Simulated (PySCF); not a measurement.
# [Ce(SH)2]+: other functionals and bases at one geometry

How far do other levels of theory move the description of [Ce(SH)2]+, and what does each cost? The species was built from a template and needn't be a known compound.

Program: PySCF 2.14.0. Level of theory: several levels, as the steps say, no spin–orbit coupling. These are calculated values, not measurements.

3 further runs of the same task are left out: 1 for a known fault of the program, 2 that didn't finish.

## Step 1: The starting structure

5 atoms, charge 1, spin multiplicity 1.

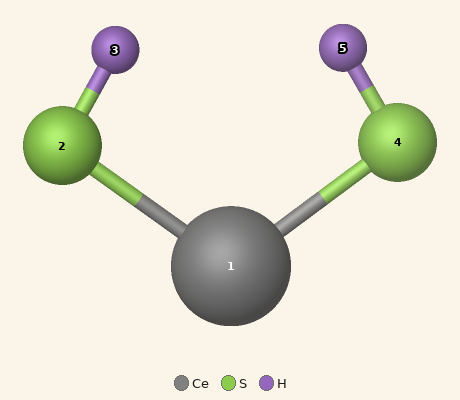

The structure; cerium grey, sulfur green, hydrogen purple; atoms are numbered from 1 in the order of the file.

Geometry (Å):

```xyz
5
charge 1, multiplicity 1
Ce   -0.3691   -1.5028    0.4100
S    -0.0170    0.4859    2.0527
H     0.2572    1.4242    1.0960
S    -0.0170   -0.6240   -2.0150
H     0.2572    0.6702   -1.6674
```

Formal oxidation states: Ce +3. Each metal's 1 4f electrons lie in its core potential, so multiplicities, spins and levels count the valence alone. An earlier session relaxed this geometry at PBE, Ce lcecp-1-SVP with ECP47, S def2-SVP, H def2-SVP (singlet, point group C2v).

At PBE on the finer grid: E = -829.097911 Eh, HOMO -10.90 eV, LUMO -7.83 eV, Mulliken charge on Ce1 +1.07 e, largest force component 0.009 eV/Å. 

Levels to run: BP86; r2SCAN; HF; wB97X; PBE, TZVP. Hardware: 2 threads of Arm Neoverse V2, shared host.

## Step 2: BP86

run.py (the lines that set the calculation) reads:

```python
mol = gto.M(atom='''
Ce    -0.36914    -1.50275     0.41003
S     -0.01696     0.48590     2.05271
H      0.25723     1.42420     1.09597
S     -0.01696    -0.62399    -2.01503
H      0.25723     0.67019    -1.66743''',
    basis={'Ce': 'lcecp-1-SVP', 'S': 'def2-SVP', 'H': 'def2-SVP'},
    ecp={'Ce': 'lcecp-1-SVP'},
    charge=1, spin=0)
mf = dft.RKS(mol, xc='B88,P86')
mf.grids.atom_grid = (75, 302)  # f atoms: unpruned, at least (60, 302)
mf = mf.density_fit()  # fitting sets: Ce AutoAux, S def2-universal-JKFIT, H def2-universal-JKFIT
mf.conv_tol = 1e-08; mf.max_cycle = 55
mf.kernel(dm0)  # dm0: the density of the relaxed state
```

Launch:

```bash
$ OMP_NUM_THREADS=2 python run.py
```

What it wrote:

```text
init E= -829.574736735263
  HOMO = -0.404415894329991  LUMO = -0.286222687568768  gap/eV = 3.21620
cycle= 1 E= -829.574798498415  delta_E= -6.18e-05  |g|= 0.00546  |ddm|= 0.0426
  HOMO = -0.403383721672558  LUMO = -0.287057068506712  gap/eV = 3.16541
cycle= 2 E= -829.57470034935  delta_E= 9.81e-05  |g|= 0.0161  |ddm|= 0.033
  HOMO = -0.403952690056396  LUMO = -0.286106841249192  gap/eV = 3.20675
cycle= 3 E= -829.57481016379  delta_E= -0.00011  |g|= 0.000733  |ddm|= 0.0257
  HOMO = -0.40395813877374  LUMO = -0.286169760409752  gap/eV = 3.20519
cycle= 4 E= -829.574810391351  delta_E= -2.28e-07  |g|= 0.000122  |ddm|= 0.00132
  HOMO = -0.403954375563605  LUMO = -0.286165597838847  gap/eV = 3.20520
cycle= 5 E= -829.574810396371  delta_E= -5.02e-09  |g|= 3.68e-05  |ddm|= 0.000207
  HOMO = -0.40395194974476  LUMO = -0.286167565007047  gap/eV = 3.20508
Extra cycle  E= -829.57481039579  delta_E= 5.8e-10  |g|= 5.21e-05  |ddm|= 0.000123
converged SCF energy = -829.57481039579
```

It took 3.5 s on 2 threads of Arm Neoverse V2, shared host.

Result: E = -829.574810 Eh, HOMO -10.99 eV, LUMO -7.79 eV, Mulliken charge on Ce1 +1.08 e, largest force component 0.051 eV/Å. 

## Step 3: r2SCAN

run.py (the lines that set the calculation): that of step 2 with these lines changed.

```diff
@@ -9,3 +9,3 @@
     charge=1, spin=0)
-mf = dft.RKS(mol, xc='B88,P86')
+mf = dft.RKS(mol, xc='R2SCAN')
 mf.grids.atom_grid = (75, 302)  # f atoms: unpruned, at least (60, 302)
```

Launch:

```bash
$ OMP_NUM_THREADS=2 python run.py
```

What it wrote:

```text
init E= -829.387085300148
  HOMO = -0.410707982913212  LUMO = -0.269460772856671  gap/eV = 3.84353
cycle= 1 E= -829.387766357821  delta_E= -0.000681  |g|= 0.0537  |ddm|= 0.259
  HOMO = -0.40466645031132  LUMO = -0.285957404791246  gap/eV = 3.23024
cycle= 2 E= -829.37825130078  delta_E= 0.00952  |g|= 0.159  |ddm|= 0.333
  HOMO = -0.409515554211907  LUMO = -0.275450384907195  gap/eV = 3.64810
cycle= 3 E= -829.389111463646  delta_E= -0.0109  |g|= 0.00328  |ddm|= 0.239
  HOMO = -0.409093420384794  LUMO = -0.274827255667282  gap/eV = 3.65357
cycle= 4 E= -829.389116101976  delta_E= -4.64e-06  |g|= 0.000714  |ddm|= 0.0057
  HOMO = -0.409157789593767  LUMO = -0.274820328160937  gap/eV = 3.65551
cycle= 5 E= -829.389116249214  delta_E= -1.47e-07  |g|= 0.000185  |ddm|= 0.00108
  HOMO = -0.409150156483862  LUMO = -0.274822400964252  gap/eV = 3.65524
cycle= 6 E= -829.389116259979  delta_E= -1.08e-08  |g|= 2.24e-05  |ddm|= 0.00028
  HOMO = -0.409149939985371  LUMO = -0.274820690489014  gap/eV = 3.65529
cycle= 7 E= -829.389116260155  delta_E= -1.76e-10  |g|= 9.69e-06  |ddm|= 4.23e-05
  HOMO = -0.40915019065344  LUMO = -0.274821151853518  gap/eV = 3.65528
Extra cycle  E= -829.389116260106  delta_E= 4.89e-11  |g|= 1.47e-05  |ddm|= 3.48e-05
converged SCF energy = -829.389116260106
```

Wall time 4.5 s (2 threads of Arm Neoverse V2, shared host).

It gives: E = -829.389116 Eh, HOMO -11.13 eV, LUMO -7.48 eV, Mulliken charge on Ce1 +1.19 e, largest force component 0.259 eV/Å. 

## Step 4: HF

run.py (the lines that set the calculation): that of step 3 with these lines changed.

```diff
@@ -9,4 +9,3 @@
     charge=1, spin=0)
-mf = dft.RKS(mol, xc='R2SCAN')
-mf.grids.atom_grid = (75, 302)  # f atoms: unpruned, at least (60, 302)
+mf = scf.RHF(mol)
 mf = mf.density_fit()  # fitting sets: Ce AutoAux, S def2-universal-JKFIT, H def2-universal-JKFIT
```

Launch:

```bash
$ OMP_NUM_THREADS=2 python run.py
```

What it wrote:

```text
init E= -827.622809102849
  HOMO = -0.522232209345515  LUMO = -0.15556024330267  gap/eV = 9.97765
cycle= 1 E= -827.654945046855  delta_E= -0.0321  |g|= 0.0874  |ddm|= 0.575
  HOMO = -0.521758005391125  LUMO = -0.183876119635975  gap/eV = 9.19423
cycle= 2 E= -827.657425013435  delta_E= -0.00248  |g|= 0.033  |ddm|= 0.224
  HOMO = -0.526547047487903  LUMO = -0.177468455073001  gap/eV = 9.49891
cycle= 3 E= -827.657957060514  delta_E= -0.000532  |g|= 0.0117  |ddm|= 0.0639
  HOMO = -0.525670122760275  LUMO = -0.179438419115581  gap/eV = 9.42144
cycle= 4 E= -827.658036379215  delta_E= -7.93e-05  |g|= 0.00204  |ddm|= 0.0336
  HOMO = -0.525922372968898  LUMO = -0.179728945069588  gap/eV = 9.42040
cycle= 5 E= -827.658042117532  delta_E= -5.74e-06  |g|= 0.000754  |ddm|= 0.00807
  HOMO = -0.525923596445368  LUMO = -0.179653257882173  gap/eV = 9.42250
cycle= 6 E= -827.658043003415  delta_E= -8.86e-07  |g|= 0.000223  |ddm|= 0.00317
  HOMO = -0.525955180593163  LUMO = -0.179657830069608  gap/eV = 9.42323
cycle= 7 E= -827.658043090729  delta_E= -8.73e-08  |g|= 6.83e-05  |ddm|= 0.00102
  HOMO = -0.525958628321432  LUMO = -0.179662131778237  gap/eV = 9.42321
cycle= 8 E= -827.658043098802  delta_E= -8.07e-09  |g|= 1.83e-05  |ddm|= 0.00032
  HOMO = -0.525958763460948  LUMO = -0.17966059017354  gap/eV = 9.42325
Extra cycle  E= -827.658043099246  delta_E= -4.44e-10  |g|= 9.61e-06  |ddm|= 5.06e-05
converged SCF energy = -827.658043099246
```

Wall time 1.5 s (2 threads of Arm Neoverse V2, shared host).

It gives: E = -827.658043 Eh, HOMO -14.31 eV, LUMO -4.89 eV, Mulliken charge on Ce1 +1.46 e, largest force component 0.793 eV/Å. 

## Step 5: wB97X

run.py (the lines that set the calculation): that of step 4 with these lines changed.

```diff
@@ -9,3 +9,4 @@
     charge=1, spin=0)
-mf = scf.RHF(mol)
+mf = dft.RKS(mol, xc='WB97X')
+mf.grids.atom_grid = (75, 302)  # f atoms: unpruned, at least (60, 302)
 mf = mf.density_fit()  # fitting sets: Ce AutoAux, S def2-universal-JKFIT, H def2-universal-JKFIT
```

Launch:

```bash
$ OMP_NUM_THREADS=2 python run.py
```

What it wrote:

```text
init E= -829.40019590735
  HOMO = -0.524809192536132  LUMO = -0.178461583992038  gap/eV = 9.42460
cycle= 1 E= -829.408195910282  delta_E= -0.008  |g|= 0.0703  |ddm|= 0.329
  HOMO = -0.514529309621614  LUMO = -0.198608291116308  gap/eV = 8.59665
cycle= 2 E= -829.409035170396  delta_E= -0.000839  |g|= 0.0513  |ddm|= 0.214
  HOMO = -0.520469929920364  LUMO = -0.190983550617902  gap/eV = 8.96578
cycle= 3 E= -829.410029372023  delta_E= -0.000994  |g|= 0.00768  |ddm|= 0.09
  HOMO = -0.519812693284829  LUMO = -0.191811884309488  gap/eV = 8.92536
cycle= 4 E= -829.410064113593  delta_E= -3.47e-05  |g|= 0.00111  |ddm|= 0.0221
  HOMO = -0.51977603010284  LUMO = -0.192052969182121  gap/eV = 8.91780
cycle= 5 E= -829.410065429294  delta_E= -1.32e-06  |g|= 0.000413  |ddm|= 0.00382
  HOMO = -0.51980158691284  LUMO = -0.192075343602166  gap/eV = 8.91789
cycle= 6 E= -829.410065669797  delta_E= -2.41e-07  |g|= 0.000124  |ddm|= 0.00161
  HOMO = -0.519792615175087  LUMO = -0.192064719647366  gap/eV = 8.91793
cycle= 7 E= -829.410065696862  delta_E= -2.71e-08  |g|= 3.88e-05  |ddm|= 0.000544
  HOMO = -0.519794248742832  LUMO = -0.192070143859363  gap/eV = 8.91783
cycle= 8 E= -829.410065699586  delta_E= -2.72e-09  |g|= 8.16e-06  |ddm|= 0.000201
  HOMO = -0.519793788852925  LUMO = -0.192069059665797  gap/eV = 8.91784
Extra cycle  E= -829.410065699678  delta_E= -9.16e-11  |g|= 4.01e-06  |ddm|= 2.57e-05
converged SCF energy = -829.410065699678
```

It took 3.6 s on 2 threads of Arm Neoverse V2, shared host.

Read off: E = -829.410066 Eh, HOMO -14.14 eV, LUMO -5.23 eV, Mulliken charge on Ce1 +1.25 e, largest force component 0.409 eV/Å. 

## Step 6: PBE, TZVP

Basis: Ce lcecp-1-TZVP with ECP47, S def2-TZVP, H def2-TZVP. 

run.py (the lines that set the calculation) reads:

```python
mol = gto.M(atom='''
Ce    -0.36914    -1.50275     0.41003
S     -0.01696     0.48590     2.05271
H      0.25723     1.42420     1.09597
S     -0.01696    -0.62399    -2.01503
H      0.25723     0.67019    -1.66743''',
    basis={'Ce': 'lcecp-1-TZVP', 'S': 'def2-TZVP', 'H': 'def2-TZVP'},
    ecp={'Ce': 'lcecp-1-TZVP'},
    charge=1, spin=0)
mf = dft.RKS(mol, xc='PBE')
mf.grids.atom_grid = (75, 302)  # f atoms: unpruned, at least (60, 302)
mf = mf.density_fit()  # fitting sets: Ce AutoAux, S def2-universal-JKFIT, H def2-universal-JKFIT
mf.conv_tol = 1e-08; mf.max_cycle = 55
mf.kernel(dm0)  # dm0: free metal ions and neutral atoms
```

Launch:

```bash
$ OMP_NUM_THREADS=2 python run.py
```

What it wrote:

```text
init E= -829.214266960066
  HOMO = -0.484821139528289  LUMO = -0.312552522023523  gap/eV = 4.68767
cycle= 1 E= -829.259776702604  delta_E= -0.0455  |g|= 0.576  |ddm|= 1.98
  HOMO = -0.331442781307298  LUMO = -0.303656685088188  gap/eV = 0.75610
cycle= 2 E= -827.890712966017  delta_E= 1.37  |g|=  2.1  |ddm|= 2.32
  HOMO = -0.371030688342709  LUMO = -0.24558855633062  gap/eV = 3.41345
cycle= 3 E= -829.310922767661  delta_E= -1.42  |g|= 0.41  |ddm|=  1.9
  HOMO = -0.392959246504459  LUMO = -0.294737534623687  gap/eV = 2.67275
cycle= 4 E= -829.358178886395  delta_E= -0.0473  |g|= 0.216  |ddm|= 0.626
  HOMO = -0.397103730375196  LUMO = -0.288196688891736  gap/eV = 2.96351
cycle= 5 E= -829.375765105124  delta_E= -0.0176  |g|= 0.0376  |ddm|= 0.174
  HOMO = -0.397139621237361  LUMO = -0.2852741715541  gap/eV = 3.04401
cycle= 6 E= -829.376362534081  delta_E= -0.000597  |g|= 0.00836  |ddm|= 0.0446
  HOMO = -0.397484809452828  LUMO = -0.284835467250037  gap/eV = 3.06534
cycle= 7 E= -829.376387347513  delta_E= -2.48e-05  |g|= 0.00232  |ddm|= 0.0101
  HOMO = -0.397589233737378  LUMO = -0.284907083720883  gap/eV = 3.06624
cycle= 8 E= -829.37638898497  delta_E= -1.64e-06  |g|= 0.000452  |ddm|= 0.00228
  HOMO = -0.397601107385239  LUMO = -0.284940470119434  gap/eV = 3.06565
cycle= 9 E= -829.376389057395  delta_E= -7.24e-08  |g|= 9.57e-05  |ddm|= 0.000548
  HOMO = -0.397597214213993  LUMO = -0.284941563738929  gap/eV = 3.06552
cycle= 10 E= -829.376389060531  delta_E= -3.14e-09  |g|= 1.9e-05  |ddm|= 0.000117
  HOMO = -0.3975961495252  LUMO = -0.284942898024301  gap/eV = 3.06545
Extra cycle  E= -829.376389059865  delta_E= 6.66e-10  |g|= 4.62e-05  |ddm|= 7.08e-05
converged SCF energy = -829.376389059865
```

Run time: 7.7 s. Hardware: 2 threads of Arm Neoverse V2, shared host.

Result: E = -829.376389 Eh, HOMO -10.82 eV, LUMO -7.75 eV, Mulliken charge on Ce1 +1.37 e, largest force component 0.217 eV/Å. 

## Step 7: All levels side by side

| level | state | HOMO (eV) | gap (eV) | charge on Ce1 (e) | dipole (D) | largest force (eV/Å) | basis functions | time |
| --- | --- | --- | --- | --- | --- | --- | --- | --- |
| PBE (relaxed here) | singlet | -10.90 | 3.07 | 1.07 | 3.83 | 0.01 | 79 | 9.3 s |
| BP86 | singlet | -10.99 | 3.21 | 1.08 | 3.87 | 0.05 | 79 | 3.5 s |
| r2SCAN | singlet | -11.13 | 3.66 | 1.19 | 4.29 | 0.26 | 79 | 4.5 s |
| HF | singlet | -14.31 | 9.42 | 1.46 | 6.06 | 0.79 | 79 | 1.5 s |
| wB97X | singlet | -14.14 | 8.92 | 1.25 | 5.22 | 0.41 | 79 | 3.6 s |
| PBE, TZVP | singlet | -10.82 | 3.07 | 1.37 | 4.19 | 0.22 | 133 | 7.7 s |

Times are on 2 threads of Arm Neoverse V2, shared host; the first row also made further properties. The dipole of a charged species depends on the origin, so these sizes hold for this origin alone.

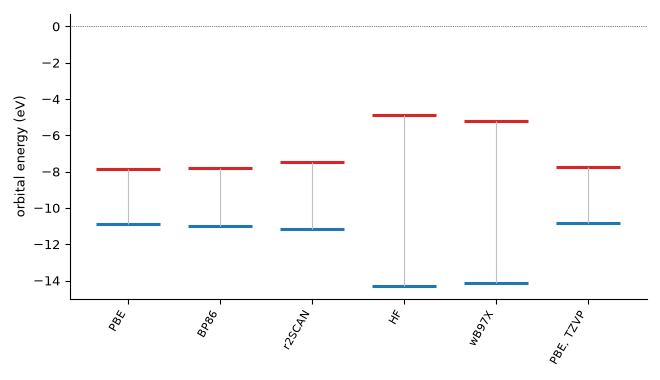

Highest filled and lowest empty level, method by method.

In one basis the HOMO–LUMO gap runs from 3.07 eV (PBE) to 9.42 eV (HF). The largest leftover force, 0.79 eV/Å with HF, stands at a geometry relaxed at another level. The Mulliken charge on Ce spans +1.07 to +1.46 e over the levels. With 4f in the core, its levels are missing from HOMO and gap. Total energies of different levels can't be compared. Spin–orbit coupling is left out throughout.
